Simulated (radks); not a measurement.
The calculation used the in-house radial solver radks at this level: non-relativistic Kohn-Sham, BLYP, spin-polarised, spherical densities, point nucleus. The occupation of the 2p shell is varied from Ne⁺ ([He] 2s2 2p5 (high spin)) to Ne ([He] 2s2 2p6), with spherical fractional occupations. Wanted, and plotted below: the total energy less the straight line between the end points, and the eigenvalue of 2p↓ (the dashed line is minus the energy to take the whole electron out).

The curve is convex (below the straight line), with the largest deviation among the points computed, −2.23 eV, at 0.5. The end points differ by 22.0 eV, the energy to take the electron out. The eigenvalue, which is the slope of the energy (Janak's theorem), moves from −31.2 eV at 0 to −13.4 eV at 1; for a straight line it would stay constant, and a parabola would sag by an eighth of this change, scaled to a whole electron, 2.23 eV. Convexity is the mark of the delocalisation error, which puts fractional charges too low; for p, d and f shells the spherical spreading of the fraction adds to it.

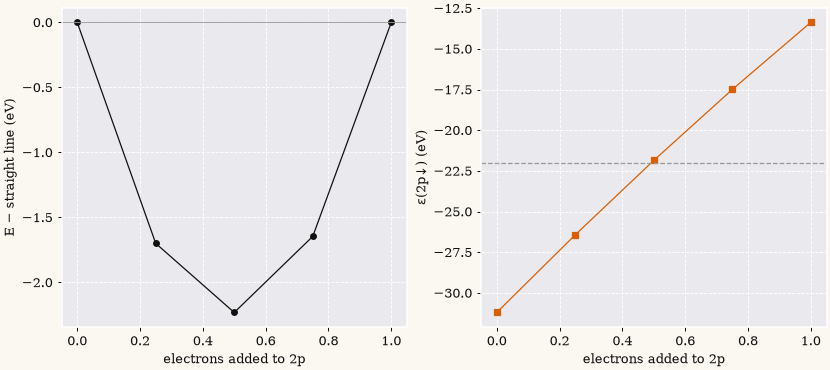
